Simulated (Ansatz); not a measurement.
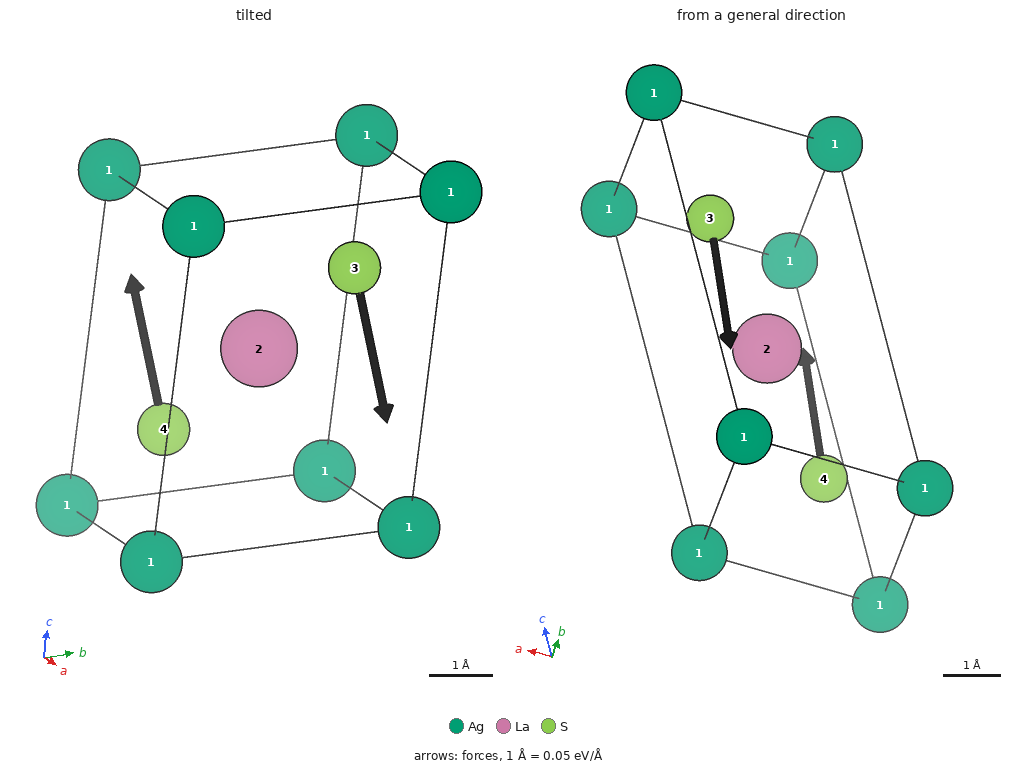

Drawn in the spheres-only manner and seen slightly off an axis and from a general direction. The cell (the run's own, in a reduced setting) is drawn as a box. The arrows are the computed forces on the atoms.

System: LaAgS₂. Run with Ansatz 0.2.0, DFT, HSE06, plane waves, PAW and these settings: plane-wave cutoff 420 eV, k-points about 0.29 Å⁻¹ apart, no spin polarisation.

**Is the structure at rest?**

No. The atoms still feel forces of up to about 0.11 eV/Å, above a usual threshold of 0.01 to 0.03 eV/Å.

**Which atom is pushed hardest?**

S3 and S4, about 0.11 eV/Å.

The model was built from a structure type filled with these elements by a generator (whether the compound takes this form wasn't checked). The cell was then strained or its atoms displaced on purpose. A calculation with Ansatz used it as input.
